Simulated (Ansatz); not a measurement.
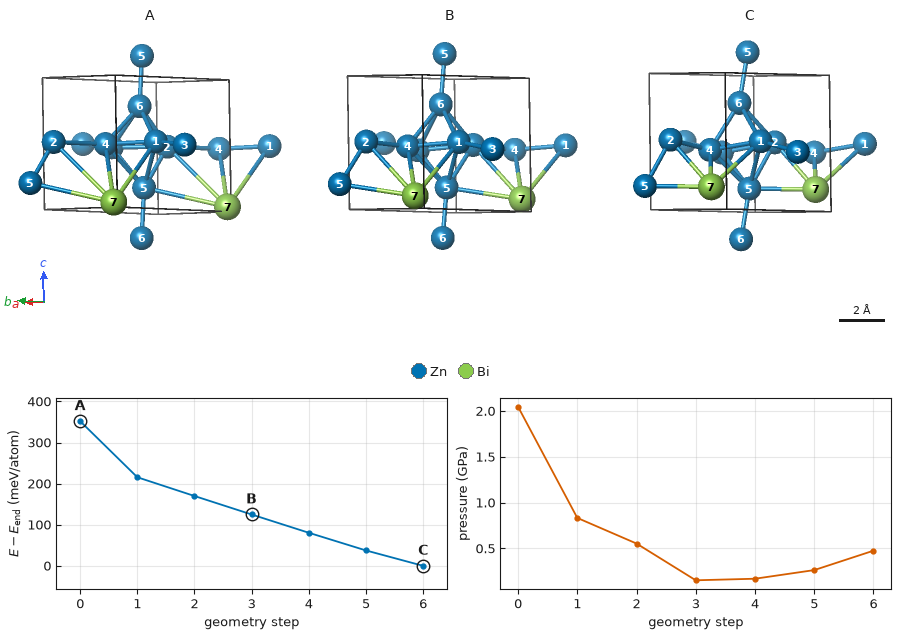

Frames of a relaxation of crystalline Zn$_{6}$Bi (a generated structure, set up in P1) (coarse preliminary run), marked on the history of the run. Style: ball-and-stick. Shown: the cell of the calculation, from a free direction.

These are results of Ansatz 0.2.0, DFT PBE, scalar-relativistic, plane waves, PAW, not measurements. Set-up: plane-wave cutoff 420 eV; k-point mesh 4 × 4 × 4; occupations gaussian; smearing width 0.2 eV; no spin polarisation; cell and atoms relaxed; force threshold 0.025 eV/Å; at most 60 steps.

What happens along the run?

Answer. The run was cut off at its time limit before the relaxation converged, so the last structure is only a point on the way. Bi7 moves most relative to the cell: 1.15 Å along [1 0 1]. Largest moves by element: Bi 1.15 Å, Zn 0.49 Å. The volume changes by −2.3 %, with a 5.910 → 6.124 Å (+3.6 %), b 6.079 → 5.547 Å (−8.8 %), c 5.936 → 6.147 Å (+3.5 %), α 88.9° → 90.4°, β 88.1° → 86.4°, γ 89.1° → 88.4°. Near-neighbour distances that change, for instance: Zn4–Bi7 4.145 → 2.974 Å, Zn2–Bi7 4.146 → 2.992 Å, Zn5–Bi7 3.918 → 2.988 Å, Zn1–Bi7 4.027 → 3.344 Å. Among the angles between lasting bonds that change: Zn2–Zn4–Zn6 134.6° → 113.8°, Zn4–Zn6–Zn5 138.6° → 157.0°, Zn1–Zn3–Zn4 134.6° → 120.1°. The space group stays P1 (No. 1). The energy falls by 352 meV per atom in 6 geometry steps. The largest force component goes from 2.5 to 0.31 eV/Å. The pressure goes from 2.05 to 0.48 GPa. The run took 6.6 min on 1 thread of Arm Neoverse V1 (shared host), peak memory 0.58 GiB. From step 0 to 3: Bi7 moves most (0.52 Å), volume −2.4 %, energy −227 meV per atom. From step 3 to 6: Bi7 moves most (0.62 Å), volume +0.1 %, energy −125 meV per atom.

```
step  E − E(0), meV/atom  largest force component, eV/Å  pressure, GPa  volume, Å³/atom
   0                0.00                         2.4513           2.05           30.444
   1             -136.37                         0.7102           0.83           29.455
   2             -182.01                         0.6489           0.55           29.404
   3             -226.98                         0.7084           0.15           29.722
   4             -271.46                         0.6851           0.17           29.680
   5             -314.47                         0.5710           0.26           29.700
   6             -351.92                         0.3063           0.48           29.751
```
